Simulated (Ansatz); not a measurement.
A series of calculations on C₂H₇Ga

Part 1: Relaxation

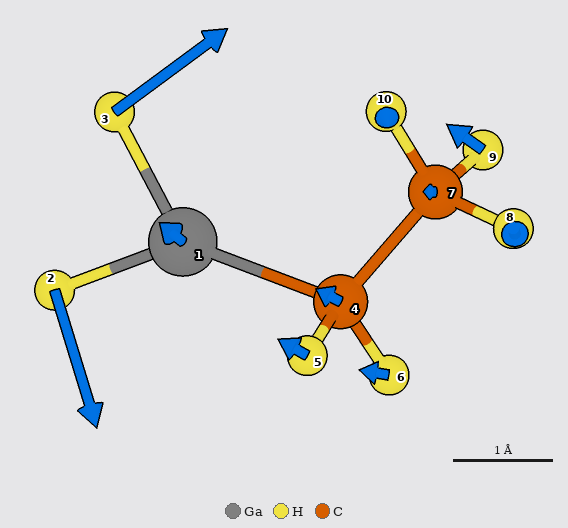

A relaxation of C₂H₇Ga. The starting structure is drawn; blue arrows show the displacements, magnified 3 times. The two geometries are superimposed by the best rigid fit.

Style: ball-and-stick. Shown from a free direction.

The run prepares an end point of a later path (reaction) calculation, from a guessed geometry.

All numbers below come from Ansatz, RKS PBE0-D4/def2-mTZVP. (no spin polarisation; force threshold 0.03 eV/Å; at most 50 steps)

### Which element moves most?

Hydrogen: up to 0.50 Å, against 0.12 Å for gallium.

### What did the optimiser do to the structure, and how much energy did it gain?

The largest move after the best rigid fit is that of H2, 0.50 Å. By element the largest moves are H 0.50 Å, Ga 0.12 Å, C 0.10 Å. Among the contacts that change: Ga1–H2 1.553 → 1.579 Å, Ga1–C4 1.956 → 1.978 Å. Bond angles that change, for instance: H2–Ga1–H3 76.9° → 118.9°, H2–Ga1–C4 143.3° → 120.3°, H3–Ga1–C4 139.8° → 120.7°. Over 7 geometry steps the energy falls by 85.8 kJ/mol. The largest force component goes from 1.8 to 0.0047 eV/Å. The run took 20 s on 2 threads of Arm Neoverse V1, on a shared host, peak memory 0.19 GiB.

Part 2: Relaxation

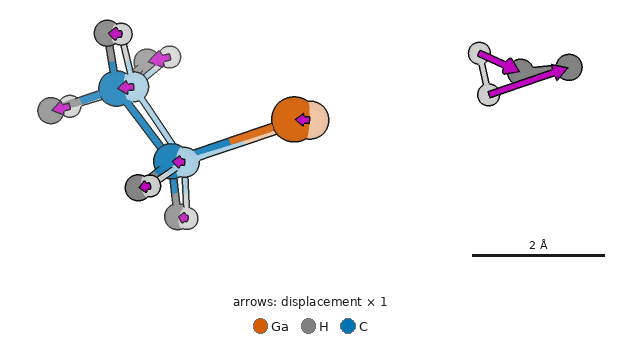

A relaxation of C2H7Ga. The starting structure is drawn faded, the final one solid; purple arrows show the displacements, at their true length. The two geometries are superimposed by the best rigid fit.

Style: ball-and-stick. Shown at a tilt.

The run prepares an end point of a later path (reaction) calculation, from a guessed geometry.

Computed with RKS PBE0-D4/def2-mTZVP in Ansatz.

Input file:
```yaml
crystal:
  periodic: [false, false, false]
  atoms:
    - { symbol: Ga, position_ang: [-0.156705, 0.140534, -0.058009] }
    - { symbol: H, position_ang: [2.01218, -0.054592, 1.682026] }
    - { symbol: H, position_ang: [2.379957, -0.023156, 1.083113] }
    - { symbol: C, position_ang: [-1.926919, 0.014586, -1.111222] }
    - { symbol: H, position_ang: [-2.437525, -0.929903, -0.866716] }
    - { symbol: H, position_ang: [-2.633384, 0.812576, -0.843088] }
    - { symbol: C, position_ang: [-1.610692, 0.067114, -2.606912] }
    - { symbol: H, position_ang: [-2.473192, -0.154873, -3.244913] }
    - { symbol: H, position_ang: [-1.246927, 1.0555, -2.904569] }
    - { symbol: H, position_ang: [-0.828893, -0.649385, -2.892911] }
basis:
  gaussian: { orbitals: def2-mTZVP }
hamiltonian:
  xc: pbe0
  dispersion: d4
relax:
  f_tol: 0.03
  max_steps: 50
```

Launched with:
```bash
ansatz run input.yaml --threads 2 --pin off --max-ram 3072MiB --backend cpu --events-out ev --progress --plain --runs-dir out
```

Which element moves most?

Hydrogen: up to 1.30 Å, against 0.27 Å for carbon.

Describe the change and its energy.

The energy falls by 0.368 eV in 10 accepted moves (13 points after the start). The largest force component goes from 1.5 to 0.025 eV/Å. The line search rejected the trial steps at points 7, 10, 12 of the run. The atom that moves furthest after the best rigid fit is H2 (1.30 Å). Largest moves by element: H 1.30 Å, C 0.27 Å, Ga 0.24 Å. Near-neighbour distances that change, for instance: H2–H3 0.704 → 0.746 Å, Ga1–C4 2.064 → 2.051 Å. Among the angles between lasting bonds that change: Ga1–C4–C7 108.6° → 112.5°, Ga1–C4–H6 112.5° → 109.0°. Cost: 32 s on 2 threads of Arm Neoverse V1 (shared host), peak memory 0.19 GiB.

Limits of the set-up: the start holds two separate molecules, 2.8 Å apart at their closest, whose relative position is a soft coordinate.

Part 3: Path

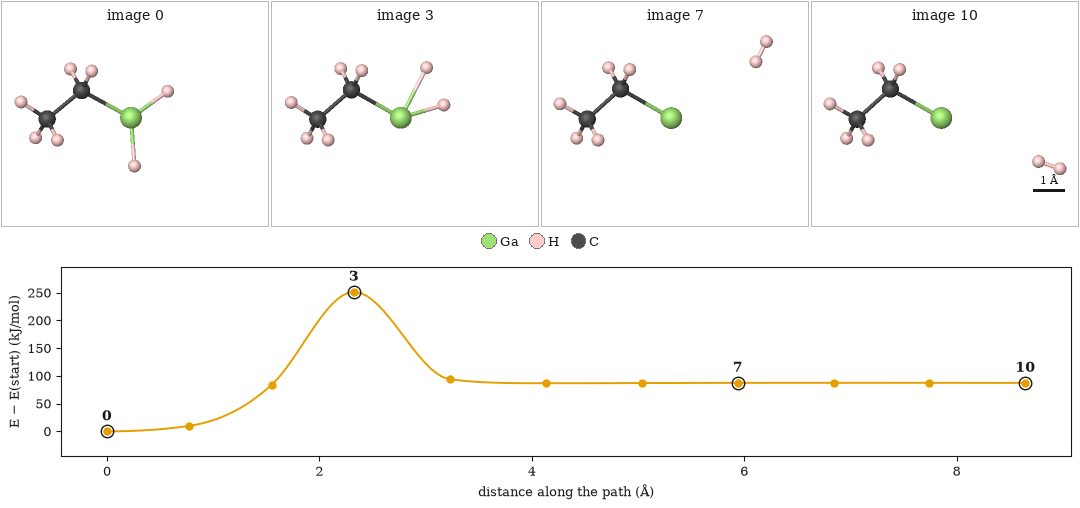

NEB run on C2H7Ga. Images are numbered from 0 (start) to 10 (end). The picture is a ball-and-stick view, seen at a tilt.

Computed with Ansatz, RKS PBE0-D4/def2-mTZVP. Run with 9 movable images; climbing image; force threshold 0.05 eV/Å; iteration limit 60; starting path through a guess of the saddle point.

### Describe the mechanism and the energy profile.

Breaking: 2 Ga–H (1.58 → 3.55–4.30 Å). Forming: H–H (2.72 → 0.75 Å). Forward barrier 251.6 kJ/mol, backward barrier 164.1 kJ/mol, with image 3 at the top; the reaction energy is +87.4 kJ/mol. The band is converged. At the top, the vibrational analysis gives one imaginary mode (1282i cm⁻¹), as a transition state must have.
